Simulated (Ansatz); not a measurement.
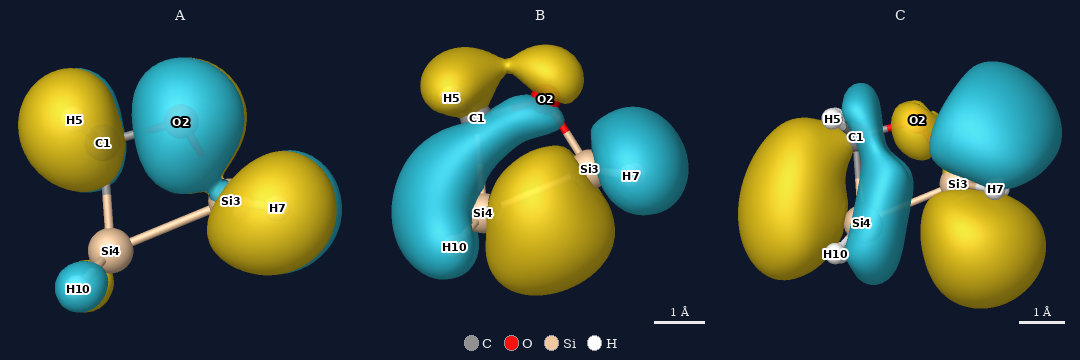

Figure. CH6OSi2. Three frontier orbitals at ±0.06 Å⁻³ᐟ² (yellow and cyan are the two phases), in no order.

Geometry: PBE0-D4/def2-TZVP.

Theory: Ansatz, RKS PBE0-D4/def2-TZVPP.

Input

```
crystal:
  periodic: [false, false, false]
  atoms:
    - {symbol: C, position_ang: [-0.792505, 0.706380, -0.635658]}
    - {symbol: O, position_ang: [-0.791142, -0.706253, -0.941190]}
    - {symbol: Si, position_ang: [0.361715, -1.416636, 0.041768]}
    - {symbol: Si, position_ang: [0.567906, 0.793318, 0.727050]}
    - {symbol: H, position_ang: [-0.558225, 1.276212, -1.539582]}
    - {symbol: H, position_ang: [-1.787961, 1.005781, -0.294954]}
    - {symbol: H, position_ang: [1.444037, -2.075611, -0.740450]}
    - {symbol: H, position_ang: [-0.222688, -2.443747, 0.947856]}
    - {symbol: H, position_ang: [0.090363, 1.219078, 2.070086]}
    - {symbol: H, position_ang: [1.771602, 1.590379, 0.368074]}
basis:
  gaussian: {orbitals: def2-TZVPP}
hamiltonian: {xc: pbe0, dispersion: d4}
output: {orbitals: {seedname: orbitals}}
```

Launched as:

```sh
ansatz run in.yaml --threads 2 --pin off --events-out ev --progress --plain --max-ram 4352MiB
```

Question: Order the three orbitals by energy and name them.

Answer: A is the HOMO−1 (−8.04 eV). By Hirshfeld shares it lies mainly on O2 (about 50 %), Si3 (about 10 %), C1 (about 10 %), H8 (about 10 %) and H7 (about 10 %). B is the HOMO (−7.72 eV). It lies mainly on Si4 (about 35 %), Si3 (about 35 %) and C1 (about 10 %). C is the LUMO (−0.41 eV). Its weight (Hirshfeld) is mainly on Si3 (about 45 %), Si4 (about 20 %), C1 (about 5 %) and O2 (about 5 %).

Question: What is the HOMO–LUMO gap?

Answer: 7.31 eV between the orbital energies.
